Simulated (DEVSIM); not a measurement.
Structure: Schottky contact on p-type GaP, at 250 K.

```csv
layer (left to right),material,thickness (μm),Na (cm⁻³),τn (s),τp (s)
1,GaP,1.10,2e15,1.9e-7,1.9e-7
```

Left contact: Schottky, work function 5.02 eV, emission velocity 2.6e6 cm/s. Right contact: ohmic. Voltage is applied to the left contact. Recombination: SRH at mid-gap. Mobility is constant in doping.

The device is made up for the run: typed textbook-type constants, with dimensions and the other settings drawn at random. Values at 300 K; Nc and Nv go as T^1.5, mobilities as T to minus their exponent, the gap by Varshni's rule with the affinity fixed.

| parameter | GaP |
|---|---|
| gap (eV) | 2.26 |
| affinity (eV) | 3.8 |
| permittivity | 11.1 |
| Nc (cm⁻³) | 1.8e19 |
| Nv (cm⁻³) | 1.9e19 |
| μn (cm²/Vs) | 250 |
| μp (cm²/Vs) | 150 |
| T exponent of μn | 1.6 |
| T exponent of μp | 1.98 |
| Varshni α (eV/K) | 0.00058 |
| Varshni β (K) | 372 |

DEVSIM, 1D drift-diffusion, Boltzmann statistics, complete ionisation; no tunnelling, impact ionisation, image-force lowering or self-heating. Metal contacts follow the ideal Schottky-Mott rule: no Fermi-level pinning, no interface dipoles.

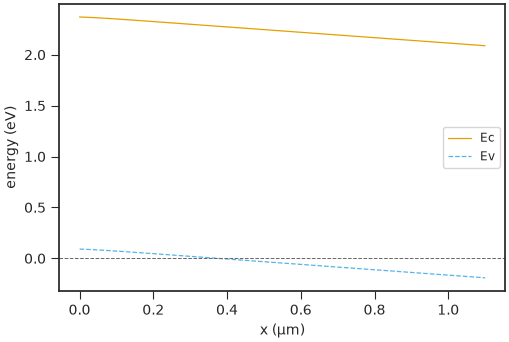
Fig. 1. Band edges at -1.15 V on the left contact

Energies count from the Fermi level of the right contact; mesh points crowd at the junctions.

| x (μm) | Ec (eV) | Ev (eV) | n (cm⁻³) | p (cm⁻³) | field (V/cm) |
|---|---|---|---|---|---|
| 0.000 | 2.370 | 0.091 | < 1e2 | 4.4e14 | -1200 |
| 0.007893 | 2.369 | 0.090 | < 1e2 | 6.1e14 | -1300 |
| 0.01826 | 2.368 | 0.088 | < 1e2 | 8.1e14 | -1500 |
| 0.03189 | 2.365 | 0.086 | < 1e2 | 1.0e15 | -1800 |
| 0.05910 | 2.360 | 0.081 | < 1e2 | 1.4e15 | -2100 |
| 0.08554 | 2.354 | 0.075 | < 1e2 | 1.6e15 | -2300 |
| 0.1203 | 2.346 | 0.066 | < 1e2 | 1.8e15 | -2500 |
| 0.1814 | 2.330 | 0.051 | < 1e2 | 1.9e15 | -2600 |
| 0.2463 | 2.313 | 0.034 | < 1e2 | 2.0e15 | -2600 |
| 0.3315 | 2.291 | 0.011 | < 1e2 | 2.0e15 | -2600 |
| 0.4435 | 2.261 | -0.018 | < 1e2 | 2.0e15 | -2600 |
| 0.6331 | 2.211 | -0.068 | < 1e2 | 2.0e15 | -2600 |
| 0.7506 | 2.180 | -0.099 | < 1e2 | 2.0e15 | -2600 |
| 0.8401 | 2.156 | -0.123 | < 1e2 | 2.0e15 | -2600 |
| 0.9245 | 2.134 | -0.145 | < 1e2 | 2.0e15 | -2600 |
| 0.9724 | 2.122 | -0.158 | < 1e2 | 2.0e15 | -2600 |
| 1.009 | 2.112 | -0.167 | < 1e2 | 2.0e15 | -2600 |
| 1.037 | 2.105 | -0.175 | < 1e2 | 2.0e15 | -2600 |
| 1.065 | 2.097 | -0.182 | < 1e2 | 2.0e15 | -2600 |
| 1.080 | 2.093 | -0.186 | < 1e2 | 2.0e15 | -2600 |
| 1.091 | 2.091 | -0.189 | < 1e2 | 2.0e15 | -2600 |
| 1.100 | 2.088 | -0.191 | < 1e2 | 2.0e15 | -2600 |
